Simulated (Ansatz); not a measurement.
# GaH5O2 (built from SMILES OO.[GaH3]): search for a transition state

Aim: find the saddle point of a four-centre ligand exchange that is to form Ga1–O6, H2–H5 and break Ga1–H2, H5–O6, prove it by its vibrations, and relax downhill on both sides to see what it joins.

Method: PBE0-D4, def2-SVP first, then def2-TZVP; program: Ansatz 0.2.0, Gaussian basis.

152 further runs of the same task are left out: 152 set aside as unsound or not needed. Runs told in other sessions of the task aren't counted.

### Step 1. Starting geometry

The guess: 8 atoms, charge 0, spin multiplicity 1.

Atoms are counted from 1 here; the program's logs count them from 0.

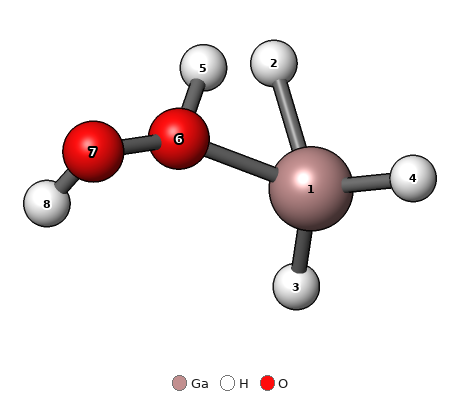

The starting geometry (gallium pink, hydrogen white, oxygen red); atoms are numbered from 1 in the order of the file.

Geometry (Å):

```csv
atom,x (Å),y (Å),z (Å)
Ga1,-0.6883,-0.0196,-0.9384
H2,-0.0338,-1.6805,-0.5264
H3,0.0903,0.6449,-2.1197
H4,-2.2405,0.0423,-0.8906
H5,0.3523,-1.1492,0.4019
O6,0.2871,0.0533,0.7096
O7,0.7278,0.8141,1.8421
H8,1.5051,1.2946,1.5215
```

Distances that are to change: Ga1–O6 1.92 Å, H2–H5 1.14 Å, Ga1–H2 1.83 Å, H5–O6 1.24 Å.

### Step 2. Relaxing the guess with the reacting distances held

hold/in.yaml

```yaml
crystal:
  periodic: [false, false, false]
  atoms:
    - {symbol: Ga, position_ang: [-0.688300, -0.019600, -0.938400]}
    - {symbol: H, position_ang: [-0.033800, -1.680500, -0.526400]}
    - {symbol: H, position_ang: [0.090300, 0.644900, -2.119700]}
    - {symbol: H, position_ang: [-2.240500, 0.042300, -0.890600]}
    - {symbol: H, position_ang: [0.352300, -1.149200, 0.401900]}
    - {symbol: O, position_ang: [0.287100, 0.053300, 0.709600]}
    - {symbol: O, position_ang: [0.727800, 0.814100, 1.842100]}
    - {symbol: H, position_ang: [1.505100, 1.294600, 1.521500]}
basis:
  gaussian: {orbitals: def2-SVP}
hamiltonian: {xc: pbe0, dispersion: d4}
relax: {f_tol: 0.04, max_steps: 150, escape_saddle: false, constraints: [{distance: [0, 5]}, {distance: [1, 4]}, {distance: [0, 1]}, {distance: [4, 5]}]}
```

Started as:

```bash
> ansatz run in.yaml --threads 4 --pin off --events-out ev --progress --plain --max-ram 9574MiB
```

What it wrote (excerpt; [...] marks lines left out):

```text
Functional definition: PBE0
  name "PBE0"
  cite "Adamo & Barone, J. Chem. Phys. 110, 6158 (1999) doi:10.1063/1.478522"
  cite "Perdew, Burke & Ernzerhof, Phys. Rev. Lett. 77, 3865 (1996) doi:10.1103/PhysRevLett.77.3865"
  parent pbe
[...]
901 factors; integrals over basis functions are off by at most 3.7e-4 eV
[...]
mean field -56527.66863777 eV, -2077.3535066082 hartree, gradient 4.8e-5 eV, S^2 0.000000; 0 other end points of the search recorded, 0 dependent functions left out
[...]
reference -56527.66866577 eV, -2077.3535076369 hartree; 26, 26 occupied and 59, 59 virtual orbitals, 901 factors
relax step   1: F+E_penalty+E_count = -56527.76221536 eV  Δ(F+E_penalty+E_count) = +0.000e0 eV  max|allowed force component| = 7.711e-1 eV/Å  Δτ_max = 0.0000 Å  (24 SCF iters, accepted)
[...]
relax step   5: F+E_penalty+E_count = -56527.97467527 eV  Δ(F+E_penalty+E_count) = -7.412e-2 eV  max|allowed force component| = 1.456e0 eV/Å  Δτ_max = 0.2002 Å  (29 SCF iters, accepted)
[...]
relax step   9: F+E_penalty+E_count = -56528.07049728 eV  Δ(F+E_penalty+E_count) = +1.391e-2 eV  max|allowed force component| = 3.340e-1 eV/Å  Δτ_max = 0.0670 Å  (27 SCF iters, rejected (line search))
[...]
relax step  13: F+E_penalty+E_count = -56528.11087961 eV  Δ(F+E_penalty+E_count) = -4.650e-3 eV  max|allowed force component| = 9.107e-2 eV/Å  Δτ_max = 0.0748 Å  (25 SCF iters, accepted)
[...]
relax step  18: F+E_penalty+E_count = -56528.11565670 eV  Δ(F+E_penalty+E_count) = -3.890e-4 eV  max|allowed force component| = 1.917e-2 eV/Å  Δτ_max = 0.0216 Å  (24 SCF iters, accepted)
  distance Ga 0 - O 5 held at 1.916409 Å   reaction = -1.4391e0 eV/Å
  distance H 1 - H 4 held at 1.137143 Å   reaction = +4.0509e-1 eV/Å
  distance Ga 0 - H 1 held at 1.832131 Å   reaction = +2.6182e-1 eV/Å
  distance H 4 - O 5 held at 1.242955 Å   reaction = +6.8246e-1 eV/Å
901 factors; integrals over basis functions are off by at most 2.9e-4 eV
[...]
mean field -56528.01855240 eV, -2077.3663657335 hartree, gradient 4.3e-5 eV, S^2 0.000000; 1 other end points of the search recorded, 0 dependent functions left out
[...]
reference -56528.01858128 eV, -2077.3663667948 hartree; 26, 26 occupied and 59, 59 virtual orbitals, 901 factors
Total energy: -56528.11568558 eV, -2077.3699353122 hartree
Atom 0 at    -0.604055     0.006885    -0.956372 Å, force    -0.980152    -0.424471    -0.892376 eV/Å
Atom 1 at    -0.109380    -1.675896    -0.426986 Å, force     0.145948     0.483869     0.149802 eV/Å
Atom 2 at    -0.029316     0.300803    -2.376246 Å, force     0.003799     0.000956     0.004378 eV/Å
Atom 3 at    -2.000957     0.325379    -0.350343 Å, force    -0.005680     0.006266    -0.000269 eV/Å
Atom 4 at     0.503245    -0.963281     0.213299 Å, force    -0.058832     0.405595    -0.176170 eV/Å
Atom 5 at     0.789752     0.239744     0.338118 Å, force     0.891287    -0.488061     0.899703 eV/Å
Atom 6 at     0.308201     0.762411     1.566000 Å, force    -0.003436     0.005870    -0.004239 eV/Å
Atom 7 at     1.142509     1.003856     1.992530 Å, force     0.007066     0.009976     0.019171 eV/Å
Dipole moment:     0.268164     0.100440     0.250103 e Å
```

Run time: 17 s. Hardware: 4 threads of Arm Neoverse V2, shared host.

Relaxation path: (the energy doesn't fall at every step)

```csv
step,energy from step 1 (eV),largest force component (eV/Å)
1,0.0000,0.7711
2,-0.0685,0.5385
3,-0.0893,0.6140
4,-0.1383,0.3261
5,-0.2125,1.4555
6,-0.2710,1.0756
7,-0.3216,0.2710
8,-0.3222,0.6731
9,-0.3083,0.3340
10,-0.3368,0.0643
11,-0.3440,0.0937
12,-0.3298,1.2441
13,-0.3487,0.0911
14,-0.3481,0.5640
15,-0.3509,0.0500
16,-0.3526,0.0922
17,-0.3531,0.0921
18,-0.3534,0.0192
```

Close pairs (by a distance rule), those that changed most:

```csv
bond,before (Å),after (Å),change (Å)
Ga1–H5,2.038,1.880,-0.158
O6–O7,1.434,1.419,-0.015
Ga1–H3,1.563,1.560,-0.003
Ga1–H4,1.554,1.556,+0.001
O7–H8,0.968,0.968,-0.001
Ga1–O6,1.916,1.916,+0.000
H5–O6,1.243,1.243,+0.000
Ga1–H2,1.832,1.832,+0.000
```

### Step 3. A starting Hessian

hessian/in.yaml

```yaml
crystal:
  periodic: [false, false, false]
  atoms:
    - {symbol: Ga, position_ang: [-0.604055, 0.006885, -0.956372]}
    - {symbol: H, position_ang: [-0.109380, -1.675896, -0.426986]}
    - {symbol: H, position_ang: [-0.029316, 0.300803, -2.376246]}
    - {symbol: H, position_ang: [-2.000957, 0.325379, -0.350343]}
    - {symbol: H, position_ang: [0.503245, -0.963281, 0.213299]}
    - {symbol: O, position_ang: [0.789752, 0.239744, 0.338118]}
    - {symbol: O, position_ang: [0.308201, 0.762411, 1.566000]}
    - {symbol: H, position_ang: [1.142509, 1.003856, 1.992530]}
basis:
  gaussian: {orbitals: def2-SVP}
hamiltonian: {xc: pbe0, dispersion: d4}
phonons: {}
scf: {lower_state_search: off}
```

Started as:

```bash
> ansatz run in.yaml --threads 4 --pin off --events-out ev --progress --plain --max-ram 9574MiB
```

What it wrote (excerpt; [...] marks lines left out):

```text
[... 5 set-up lines as earlier in the session ...]
[...]
902 factors; integrals over basis functions are off by at most 2.9e-4 eV
[...]
mean field -56528.01859223 eV, -2077.3663671971 hartree, gradient 2.5e-6 eV, S^2 0.000000; 0 other end points of the search recorded, 0 dependent functions left out
[...]
reference -56528.01862061 eV, -2077.3663682401 hartree; 26, 26 occupied and 59, 59 virtual orbitals, 902 factors
[... from here to the last solve, the lines of the solves are left out (47 solves) ...]
902 factors; integrals over basis functions are off by at most 2.9e-4 eV
[...]
mean field -56528.01849637 eV, -2077.3663636745 hartree, gradient 2.6e-6 eV, S^2 0.000000; 0 other end points of the search recorded, 0 dependent functions left out
[...]
WARN: phonons: modes at or below zero, which the zero-point energy, F, S and C_V leave out: 1, the lowest at -1371.18 cm⁻¹. A minimum has none, and a first-order saddle one
[...]
Atom 0 at    -0.604055     0.006885    -0.956372 Å, force    -0.980283    -0.424565    -0.892708 eV/Å
Atom 1 at    -0.109380    -1.675896    -0.426986 Å, force     0.145932     0.484257     0.149831 eV/Å
Atom 2 at    -0.029316     0.300803    -2.376246 Å, force     0.003753     0.000902     0.004383 eV/Å
Atom 3 at    -2.000957     0.325379    -0.350343 Å, force    -0.005643     0.006265    -0.000193 eV/Å
Atom 4 at     0.503245    -0.963281     0.213299 Å, force    -0.058655     0.405554    -0.176105 eV/Å
Atom 5 at     0.789752     0.239744     0.338118 Å, force     0.891310    -0.488266     0.899828 eV/Å
Atom 6 at     0.308201     0.762411     1.566000 Å, force    -0.003497     0.005894    -0.004231 eV/Å
Atom 7 at     1.142509     1.003856     1.992530 Å, force     0.007084     0.009959     0.019196 eV/Å
Dipole moment:     0.268162     0.100439     0.250102 e Å
Vibrations: -1371.18 179.73 217.95 240.88 467.49 556.97 689.90 695.32 719.10 944.07 1023.00 1388.39 1416.72 1520.05 1836.68 2013.97 2036.41 3830.33 cm⁻¹, zero-point energy 1.226016 eV
Checks for a lower state left out: stability, starts, cluster_reference, orbital_swaps, neighbouring_geometries, increment
```

Wall time 29 s (4 threads of Arm Neoverse V2, shared host).

The structure is not stationary yet, so these wavenumbers are no spectrum; the search needs only the force constants.

### Step 4. Saddle search in the small basis

The search itself is an outer loop (partitioned rational-function steps, Bofill update of the Hessian). Each step is one single-point run with forces. It stops when the largest force is under 0.04 eV/Å and the followed curvature is negative. The first step's input:

presaddle/in.yaml

```yaml
crystal:
  periodic: [false, false, false]
  atoms:
    - {symbol: Ga, position_ang: [-0.604055, 0.006885, -0.956372]}
    - {symbol: H, position_ang: [-0.109380, -1.675896, -0.426986]}
    - {symbol: H, position_ang: [-0.029316, 0.300803, -2.376246]}
    - {symbol: H, position_ang: [-2.000957, 0.325379, -0.350343]}
    - {symbol: H, position_ang: [0.503245, -0.963281, 0.213299]}
    - {symbol: O, position_ang: [0.789752, 0.239744, 0.338118]}
    - {symbol: O, position_ang: [0.308201, 0.762411, 1.566000]}
    - {symbol: H, position_ang: [1.142509, 1.003856, 1.992530]}
basis:
  gaussian: {orbitals: def2-SVP}
hamiltonian: {xc: pbe0, dispersion: d4}
output: {forces: true}
scf: {lower_state_search: off}
```

Started as:

```bash
> ansatz run in.yaml --threads 4 --pin off --events-out ev --progress --plain --max-ram 9574MiB
```

Step by step:

```csv
step,energy (eV),largest force (eV/Å),followed curvature (eV/Å²)
1,-56528.11569,0.9803,-10.68
2,-56528.18589,0.1738,-9.46
3,-56528.18313,0.2427,-9.71
4,-56528.18566,0.0659,-9.74
5,-56528.18411,0.2203,-9.75
6,-56528.18585,0.0163,-9.75
```

The 6 steps took 4.1 s in all (4 threads of Arm Neoverse V2, shared host).

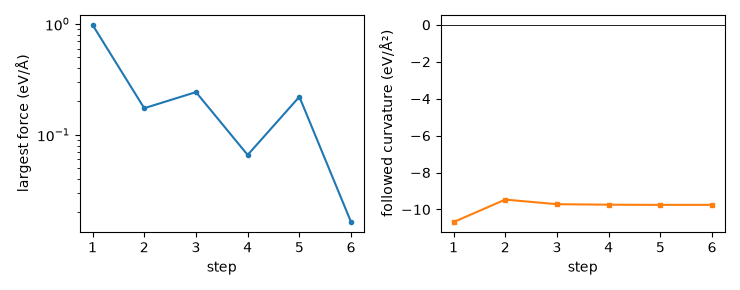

Largest force and followed curvature during the search.

### Step 5. Saddle search in triple zeta

A small driver takes partitioned rational-function steps: uphill along one mode, downhill along the rest. It calls the program once a step for energy and forces and updates the Hessian by Bofill's formula. It stops when the largest force is under 0.01 eV/Å and the followed curvature is negative. The first step's input:

saddle/in.yaml

```yaml
crystal:
  periodic: [false, false, false]
  atoms:
    - {symbol: Ga, position_ang: [-0.621642, 0.033770, -0.975035]}
    - {symbol: H, position_ang: [-0.078411, -1.612136, -0.379089]}
    - {symbol: H, position_ang: [-0.051384, 0.231352, -2.409785]}
    - {symbol: H, position_ang: [-2.010702, 0.321627, -0.344435]}
    - {symbol: H, position_ang: [0.472653, -0.975912, 0.137569]}
    - {symbol: O, position_ang: [0.857896, 0.272123, 0.349074]}
    - {symbol: O, position_ang: [0.310713, 0.760372, 1.568073]}
    - {symbol: H, position_ang: [1.120875, 0.968704, 2.053628]}
basis:
  gaussian: {orbitals: def2-TZVP}
hamiltonian: {xc: pbe0, dispersion: d4}
output: {forces: true}
scf: {lower_state_search: off}
```

Started as:

```bash
> ansatz run in.yaml --threads 4 --pin off --events-out ev --progress --plain --max-ram 9574MiB
```

Step by step:

```csv
step,energy (eV),largest force (eV/Å),followed curvature (eV/Å²)
1,-56539.99363,0.2878,-9.75
2,-56539.99491,0.1036,-9.68
3,-56539.99534,0.0369,-9.80
4,-56539.99534,0.0234,-9.82
5,-56539.99539,0.0113,-9.82
6,-56539.99540,0.0100,-9.82
7,-56539.99540,0.0019,-9.82
```

The 7 steps took 7.4 s in all (4 threads of Arm Neoverse V2, shared host).

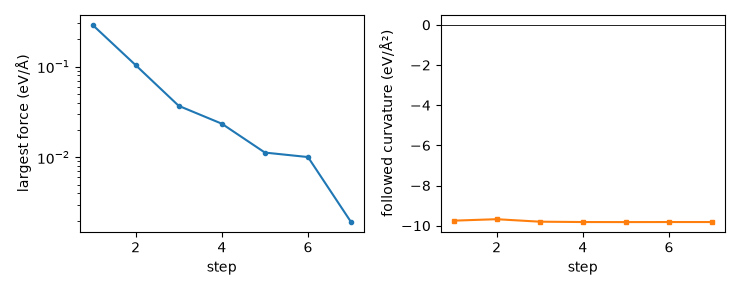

Largest force and followed curvature during the search.

Geometry at the end of the search:

```
Ga   -0.6298    0.0235   -0.9797
H    -0.0695   -1.5932   -0.3509
H    -0.0648    0.1959   -2.4174
H    -2.0065    0.3420   -0.3430
H     0.4920   -0.9335    0.1333
O     0.8724    0.3038    0.3245
O     0.3029    0.7508    1.5597
H     1.1033    0.9107    2.0735
```

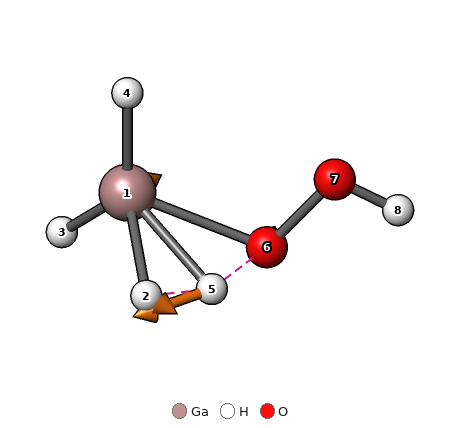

The point found; arrows show the followed mode. Pairs that react are joined by broken lines, hidden where the pair is close enough to be drawn as a bond.

(Part 1 of 2 ends here.)
